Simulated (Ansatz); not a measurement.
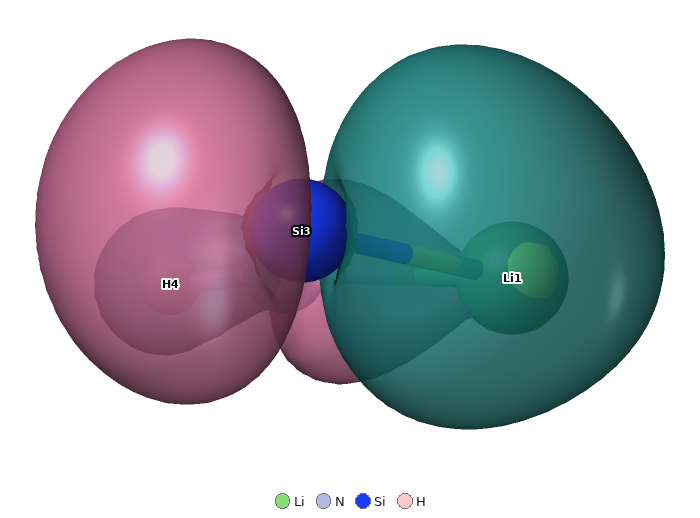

The picture shows: HLiNSi (SMILES [Li-]1[NH+]=[Si]1) (doublet). One frontier orbital at ±0.1 Å⁻³ᐟ² (teal and pink are the two phases), seen from one side.

Geometry: B3LYP-D3(BJ)/def2-SVP.

All numbers below come from isolated molecule in a Gaussian basis; Kohn-Sham density functional theory, functional PBE0 in Ansatz 0.2.0.

Input

```
crystal:
  periodic: [false, false, false]
  atoms:
    - {symbol: Li, position_ang: [-2.058544, -2.679138, -0.444680]}
    - {symbol: N, position_ang: [-0.898782, -1.869161, 0.665660]}
    - {symbol: Si, position_ang: [-1.586770, -2.560914, 2.033509]}
    - {symbol: H, position_ang: [-0.098217, -1.233620, 0.698733]}
basis:
  gaussian:
    orbitals: def2-TZVPD
hamiltonian:
  xc: {name: PBE0}
output: {forces: true, orbitals: {seedname: orbitals}}
magnetization:
  spin_polarized: true
  initial_magnetization: 1
```

Run with:

```sh
ansatz run input.yaml --threads 1 --pin off --max-ram 2610MiB --events-out events.jsonl --progress --plain --runs-dir runs
```

Q: Which orbital is it: HOMO (α) or LUMO (α)?

A: The HOMO (α), at −4.04 eV. Its weight (Hirshfeld) is mainly on Si3 (about 70 %), Li1 (about 15 %) and N2 (about 10 %); it is symmetric in the molecular plane (an in-plane orbital: σ, lone-pair or in-plane π type).
